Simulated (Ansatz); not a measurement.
One crystal and one scan (frozen-phonon scan) at two levels, PBE (plane waves to 420 eV, PAW, scalar-relativistic; Ansatz, a first-principles code) and r2SCAN (plane waves to 500 eV, PAW, scalar-relativistic; Ansatz), each from its own relaxed cell and on its own mesh. The cell shown is that of PBE.

MgS (rock salt)

```xyz
2
Lattice="0.0000 2.6148 2.6148 2.6148 0.0000 2.6148 2.6148 2.6148 0.0000" Properties=species:S:1:pos:R:3 pbc="T T T"
S      0.0000     0.0000     0.0000
Mg     2.6148     2.6148     2.6148
```

A phonon eigenvector at Γ is frozen into this cell: atom i moves by Q times the vector below, so Q is the largest atomic displacement, in Å. The cell is held. It is one choice among 3 degenerate patterns.

```csv
atom,x,y,z
S1,0.000,0.000,0.758
Mg2,0.000,0.000,-1.000
```

MgS was relaxed with its symmetry unable to fall. Percentages come from the unrounded values.

| quantity | PBE | r2SCAN | PBE − r2SCAN |
|---|---|---|---|
| Lattice constant a (Å) | 5.230 | 5.203 | +0.027 (+0.5 %) |
| Harmonic wavenumber from the curvature (finite differences) (cm⁻¹ (negative: imaginary)) | 224 | 237 | -13 (-5 %) |

PBE gives the higher value for: lattice constant a. PBE gives the lower value for: harmonic wavenumber from the curvature. Both give the same shape of the curve: a single well with its minimum at or next to zero displacement. Neither level is exact: the differences show how much the result hangs on the functional.

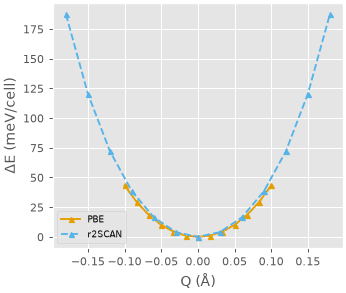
ΔE, each from the undisplaced structure of its own level.

(For displaced atoms, the force is minus the slope of the energy, and its curvature is a force constant, which sets phonon frequencies.)
